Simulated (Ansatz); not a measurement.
System: GeH₄O₂ (SMILES [OH][GeH2][OH]).

Input

```
crystal:
  periodic: [false, false, false]
  atoms:
    - symbol: Ge
      position_ang: [-1.137472, -2.765180, -0.175922]
    - symbol: O
      position_ang: [-1.357532, -1.613395, 1.169811]
    - symbol: O
      position_ang: [-1.321172, -1.927160, -1.741174]
    - symbol: H
      position_ang: [-0.686407, -0.917630, 1.177033]
    - symbol: H
      position_ang: [-2.245714, -3.804257, 0.056990]
    - symbol: H
      position_ang: [0.294360, -3.320823, -0.232904]
    - symbol: H
      position_ang: [-2.207586, -1.561949, -1.865440]
basis:
  gaussian: {orbitals: def2-TZVPD}
hamiltonian: {xc: {name: PBE0}}
output: {forces: true, orbitals: {seedname: orbitals}}
```

Command:

```sh
ansatz run input.yaml --threads 1 --pin off --max-ram 2610MiB --events-out events.jsonl --progress --plain --runs-dir runs
```

Geometry: B3LYP-D3(BJ)/def2-SVP.

These are results of isolated molecule in a Gaussian basis; Kohn-Sham density functional theory, functional PBE0 in Ansatz 0.2.0, not measurements.

Q: What can the converged electron density and electron localisation function tell about the bonding?

A: Ge–O (1.78 Å): ρ is about 0.98 e/Å³ halfway; the ELF peaks at about 0.85 in the valence shell of O, 0.6 Å from its nucleus, and is about 0.35 at the midpoint.

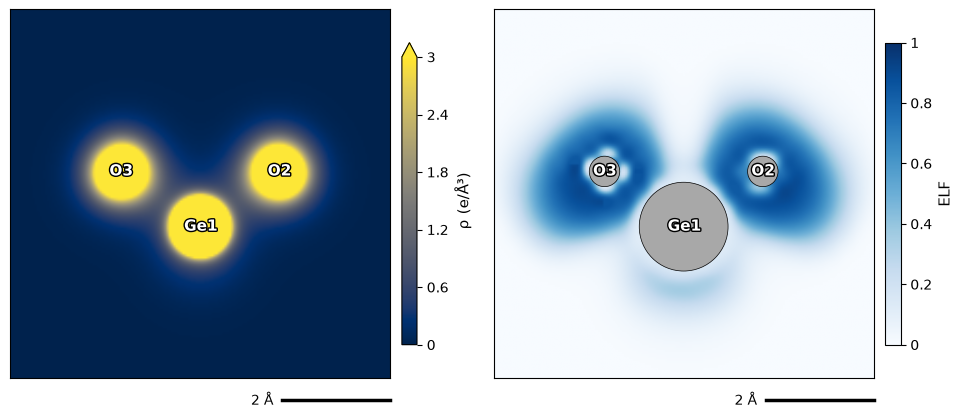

Computed electron density and electron localisation function on the plane of atoms O2, Ge1 and O3, in this order. Grey discs cover the atomic cores in the ELF map. 
